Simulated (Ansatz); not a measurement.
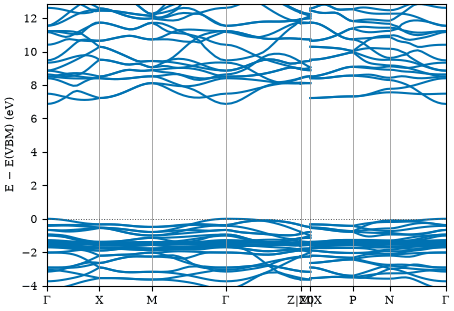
*Band structure from the program Ansatz at the r²SCAN level (PAW)*

### Question
Read off the gap and where the band edges lie.

### Answer
About 6.9 eV (6.87 eV by a search for the band edges); maximum at Γ, minimum at Γ.

The material is LuPO4 in space group I4_1/amd (No. 141; Lu on 4a, P on 4b, O on 16h).

The workflow started from an entry of the Crystallography Open Database (COD, 298 K). Whether it is the stable phase at ambient conditions was not checked. The r²SCAN relaxation kept the symmetry of its start; whether a distortion lowers the energy is not shown. Scalar-relativistic: spin–orbit coupling is off unless named, which matters more the heavier the elements.

Potentials: the later of the program's two PAW sets.
